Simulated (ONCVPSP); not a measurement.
# Pseudopotential generation for Ir (part 2 of 2)

The same run, continued: iridium (Ir, Z = 77), core [Kr] 4d10 4f14, reference valence 5s2 5p6 5d7 6s1 (an ion of charge +1), valence charge 17. (This line and the method describe the unaltered input from which the odd one was made.) Method: ONCV potential, PBEsol, fully relativistic, made with ONCVPSP 4.0.1.

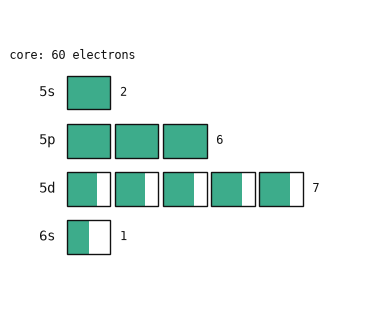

The valence shells of the reference configuration: a box for each of the 2l + 1 orbitals, shaded by the share of the shell that is filled, with the electron count at the right. The shells are those of the unaltered input.

## Output (extracts), continued
```
    Total energies and differences
      AE_ref= -1.78525938E+04  AE_tst= -1.78525938E+04  dif=  0.00E+00
      PS_ref= -1.06449766E+02  PS_tst= -1.06449766E+02  dif=  1.42E-14
      PSP excitation error= -1.42E-14

Test configuration 1

   n   l kap    f        eae           eps        diff
   1   0  -1  2.0000-2792.72715213
   2   0  -1  2.0000 -488.18097297
   2   1  -2  4.0000 -407.83921131
   2   1   1  2.0000 -467.62668851
   3   0  -1  2.0000 -114.16371345
   3   1  -2  4.0000  -91.87274338
   3   1   1  2.0000 -104.96240909
   3   2  -3  6.0000  -73.68857980
   3   2   2  4.0000  -76.51768615
   4   0  -1  2.0000  -24.34122340
   4   1  -2  4.0000  -17.36249988
   4   1   1  2.0000  -20.46180487
   4   2  -3  6.0000  -10.43126791
   4   2   2  4.0000  -11.00648817
   4   3  -4  8.0000   -2.23019321
   4   3   3  6.0000   -2.34486092
   5   0  -1  2.0000   -3.59415365   -3.59159280    2.56E-03
   5   1  -2  4.0000   -1.87348774   -1.87317684    3.11E-04
   5   1   1  2.0000   -2.37480640   -2.37401851    7.88E-04
   5   2  -3  4.2000   -0.24644701   -0.24666369   -2.17E-04
   5   2   2  2.8000   -0.29156296   -0.29173076   -1.68E-04
   6   0  -1  2.0000   -0.23456694   -0.23438796    1.79E-04

    Total energies and differences
      AE_ref= -1.78525938E+04  AE_tst= -1.78529590E+04  dif= -3.65E-01
      PS_ref= -1.06449766E+02  PS_tst= -1.06814847E+02  dif= -3.65E-01
      PSP excitation error= -1.13E-04

Test configuration 2

   n   l kap    f        eae           eps        diff
   1   0  -1  2.0000-2793.38173123
   2   0  -1  2.0000 -488.82901919
   2   1  -2  4.0000 -408.48730870
   2   1   1  2.0000 -468.27527068
   3   0  -1  2.0000 -114.81225594
   3   1  -2  4.0000  -92.52129784
   3   1   1  2.0000 -105.61094631
   3   2  -3  6.0000  -74.33671314
   3   2   2  4.0000  -77.16578635
   4   0  -1  2.0000  -24.99014299
   4   1  -2  4.0000  -18.01132049
   4   1   1  2.0000  -21.11068683
   4   2  -3  6.0000  -11.07984131
   4   2   2  4.0000  -11.65509652
   4   3  -4  8.0000   -2.87870378
   4   3   3  6.0000   -2.99337441
   5   0  -1  2.0000   -4.24348725   -4.24759119   -4.10E-03
   5   1  -2  4.0000   -2.52445823   -2.52521954   -7.61E-04
   5   1   1  2.0000   -3.02507477   -3.02650421   -1.43E-03
   5   2  -3  4.2000   -0.87877376   -0.87868370    9.01E-05
   5   2   2  2.8000   -0.92737576   -0.92728879    8.70E-05
   6   0  -1  0.0000   -0.78906655   -0.78906655    0.00E+00

    Total energies and differences
      AE_ref= -1.78525938E+04  AE_tst= -1.78519506E+04  dif=  6.43E-01
      PS_ref= -1.06449766E+02  PS_tst= -1.05806363E+02  dif=  6.43E-01
      PSP excitation error= -2.29E-04

Test configuration 3

   n   l kap    f        eae           eps        diff
   1   0  -1  2.0000-2793.90272641
   2   0  -1  2.0000 -489.35196682
   2   1  -2  4.0000 -409.01026972
   2   1   1  2.0000 -468.79816181
   3   0  -1  2.0000 -115.33267032
   3   1  -2  4.0000  -93.04166007
   3   1   1  2.0000 -106.13149491
   3   2  -3  6.0000  -74.85758006
   3   2   2  4.0000  -77.68674060
   4   0  -1  2.0000  -25.50928539
   4   1  -2  4.0000  -18.53037644
   4   1   1  2.0000  -21.62983603
   4   2  -3  6.0000  -11.59886987
   4   2   2  4.0000  -12.17416648
   4   3  -4  8.0000   -3.39677498
   4   3   3  6.0000   -3.51153776
   5   0  -1  2.0000   -4.75324427   -4.75837718   -5.13E-03
   5   1  -2  4.0000   -3.02243543   -3.02382621   -1.39E-03
   5   1   1  2.0000   -3.52964833   -3.53167175   -2.02E-03
   5   2  -3  3.6000   -1.33450132   -1.33472652   -2.25E-04
   5   2   2  2.4000   -1.38807742   -1.38832541   -2.48E-04
   6   0  -1  0.0000   -1.15258557   -1.15258557    0.00E+00

    Total energies and differences
      AE_ref= -1.78525938E+04  AE_tst= -1.78508272E+04  dif=  1.77E+00
      PS_ref= -1.06449766E+02  PS_tst= -1.04682908E+02  dif=  1.77E+00
      PSP excitation error= -2.77E-04

Test configuration 4

   n   l kap    f        eae           eps        diff
   1   0  -1  2.0000-2794.47918737
   2   0  -1  2.0000 -489.93080008
   2   1  -2  4.0000 -409.58915935
   2   1   1  2.0000 -469.37701578
   3   0  -1  2.0000 -115.90718660
   3   1  -2  4.0000  -93.61608818
   3   1   1  2.0000 -106.70624971
   3   2  -3  6.0000  -75.43281382
   3   2   2  4.0000  -78.26212173
   4   0  -1  2.0000  -26.08142535
   4   1  -2  4.0000  -19.10230624
   4   1   1  2.0000  -22.20197805
   4   2  -3  6.0000  -12.17068208
   4   2   2  4.0000  -12.74606981
   4   3  -4  8.0000   -3.96699526
   4   3   3  6.0000   -4.08190864
   5   0  -1  2.0000   -5.31015388   -5.31767714   -7.52E-03
   5   1  -2  4.0000   -3.56374350   -3.56639577   -2.65E-03
   5   1   1  2.0000   -4.07960248   -4.08290860   -3.31E-03
   5   2  -3  3.0000   -1.83035118   -1.83122904   -8.78E-04
   5   2   2  2.0000   -1.88905425   -1.88998804   -9.34E-04
   6   0  -1  0.0000   -1.54588729   -1.54588729    0.00E+00

    Total energies and differences
      AE_ref= -1.78525938E+04  AE_tst= -1.78492254E+04  dif=  3.37E+00
      PS_ref= -1.06449766E+02  PS_tst= -1.03080553E+02  dif=  3.37E+00
      PSP excitation error= -8.13E-04
```

## What the run reported

- outcome: generated, with a ghost state
- ghost flags of the generator: 3 GHOST(-), 6 GHOST(+)
- largest excitation error printed: 22 meV
- wall time: 13 s

## What is odd here

This input holds a deliberate oddity: nproj of l = 2 set to 5. The program ran to the end. The all-electron atom is untouched: its total energy equals that from the unaltered input (−17852.5938 Ha). The pseudo-atom's total energy moves by +0.00053 Ha, so the potential, or the configuration in which it is tested, is another one. The potential has a bound ghost state, so it can't be used as it stands.
